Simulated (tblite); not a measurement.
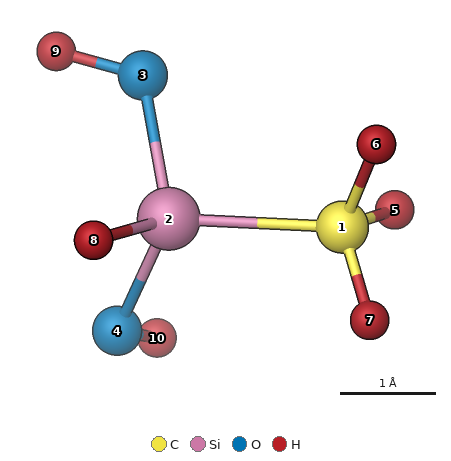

Fig. 1: The structure (ball-and-stick view, seen at a tilt; atoms are numbered from 1 in the order of the input). Bond lengths as drawn: C–H 1.09 to 1.26 Å, C–Si 1.85 Å, H–O 0.96 Å, H–Si 1.48 Å and O–Si 1.65 Å.

**Energy and gradient calculation, with input and output: CH6O2Si**

The run: energy and gradient calculation of CH6O2Si, SMILES C[SiH](O)O. Method and program: IPEA1-xTB, U-SCC (tblite 0.8.0).

A bond length was changed on purpose from its optimised value.

### Input (xtb_job.py)
```python
import json
import numpy as np
from tblite.interface import Calculator

symbols = ["C", "Si", "O", "O", "H", "H", "H", "H", "H", "H"]
numbers = np.array([6, 14, 8, 8, 1, 1, 1, 1, 1, 1])
positions = np.array([  # bohr
    [-2.284524, 0.617185, -0.539547],
    [1.136825, 0.300089, 0.127904],
    [1.387970, -2.224586, 1.930703],
    [2.851752, 0.070487, -2.457997],
    [-3.017927, -1.079034, -1.464001],
    [-3.502418, 0.924265, 1.475498],
    [-2.646218, 2.234790, -1.769759],
    [2.216048, 2.548674, 1.408950],
    [3.034110, -2.623129, 2.571320],
    [2.411634, -1.226054, -3.643422],
])

calculator = Calculator("IPEA1-xTB", numbers, positions, charge=0, uhf=0)
calculator.set("accuracy", 0.1)
calculator.add("spin-polarization", 1.0)
res = calculator.singlepoint()

print(f"total energy: {res.get('energy') * 27.211386:.8f} eV")
eps = np.atleast_2d(res.get("orbital-energies")) * 27.211386
occ = np.atleast_2d(res.get("orbital-occupations"))
filled = occ.sum(axis=0) if eps.shape[0] == 1 else occ[0]
homo = np.nonzero(filled > 0.5)[0].max()
print("  MO   occupation   energy/eV")
for i in range(max(0, homo - 4), min(eps.shape[1], homo + 5)):
    print(f"{i + 1:4d} {filled[i]:10.4f} {eps[0, i]:12.4f}")
mu = res.get("dipole") * 2.541746
print(f"|mu|: {np.linalg.norm(mu):.4f} D, components " + " ".join(f"{c:.4f}" for c in mu))
q = res.get("charges")
g = res.get("gradient")
print("atom     charge      dE/dx        dE/dy        dE/dz   (Eh/bohr)")
for i, s in enumerate(symbols):
    print(f"{s:<2}{i + 1:<3} {q[i]:9.4f} {g[i, 0]:12.7f} {g[i, 1]:12.7f} {g[i, 2]:12.7f}")
print(f"gradient norm {np.linalg.norm(g):.6f} Eh/bohr")
out = {k: np.asarray(res.get(k)).tolist() for k in ("energy", "gradient", "charges", "dipole", "orbital-energies", "orbital-occupations")}
out.update(symbols=symbols, positions=(positions * 0.529177210903).tolist())
json.dump(out, open("results.json", "w"))
```

Run on 1 thread of Intel Xeon @ 2.50GHz (Skylake/Cascade Lake), 189 GiB of memory available, shared host.

Launched with:
```bash
python xtb_job.py
```

### The program's output
```
------------------------------------------------------------
  cycle        total energy    energy error   density error
------------------------------------------------------------
      1     -17.11412924849  -1.7272051E+01   3.7848537E-01
      2     -17.27571823144  -1.6158898E-01   2.0229246E-01
      3     -17.24765019566   2.8068036E-02   1.1448030E-01
      4     -17.31067971503  -6.3029519E-02   1.2154502E-02
      5     -17.31146462270  -7.8490767E-04   5.8585163E-03
      6     -17.31160210868  -1.3748598E-04   1.0631613E-03
      7     -17.31160559872  -3.4900324E-06   4.7329329E-04
      8     -17.31160687931  -1.2805986E-06   1.7753263E-04
      9     -17.31160718077  -3.0145541E-07   3.7522052E-05
     10     -17.31160719173  -1.0964882E-08   1.1510523E-05
     11     -17.31160719265  -9.1562669E-10   6.0228828E-06
     12     -17.31160719298  -3.2692427E-10   1.7376859E-06
------------------------------------------------------------

 total:                                   0.027 sec
total energy: -471.07282561 eV
  MO   occupation   energy/eV
   9     1.0000     -14.0230
  10     1.0000     -13.6676
  11     1.0000     -13.0953
  12     1.0000     -13.0065
  13     1.0000     -11.7602
  14     0.0000      -5.8451
  15     0.0000      -4.9931
  16     0.0000      -4.7277
  17     0.0000      -1.8475
|mu|: 1.6844 D, components 0.0483 -1.4552 -0.8470
atom     charge      dE/dx        dE/dy        dE/dz   (Eh/bohr)
C 1     -0.0966    0.0460980   -0.0093502   -0.0691725
Si2      0.2394   -0.0461190    0.0057912   -0.0104678
O 3     -0.3258   -0.0111183   -0.0341023    0.0158759
O 4     -0.3314    0.0292423    0.0071651   -0.0227329
H 5      0.0375    0.0091179   -0.0011840   -0.0016158
H 6      0.0203   -0.0369362    0.0104116    0.0768205
H 7      0.0336    0.0088493   -0.0010655   -0.0019131
H 8     -0.0466    0.0064704    0.0160847    0.0115853
H 9      0.2326    0.0076588    0.0131416   -0.0068865
H 10     0.2369   -0.0132631   -0.0068922    0.0085070
gradient norm 0.144163 Eh/bohr
```

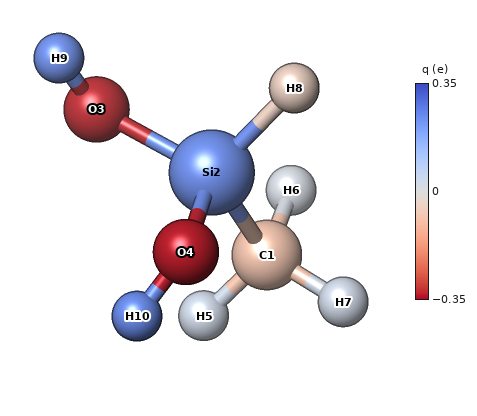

Fig. 2: Mulliken charges, as the colour of each atom (ball-and-stick view, seen at a tilt; atoms are numbered from 1 in the order of the input). By element: C −0.10, Si +0.24, O −0.33 and H −0.05 to +0.24 e.

### Results in brief

```tsv
quantity	value
outcome	converged
total energy	−17.311607 hartree
basis functions	36
largest force	4.416 eV/Å
HOMO	−11.76 eV
LUMO	−5.85 eV
dipole moment	1.68 D
peak memory	0.067 GiB
```
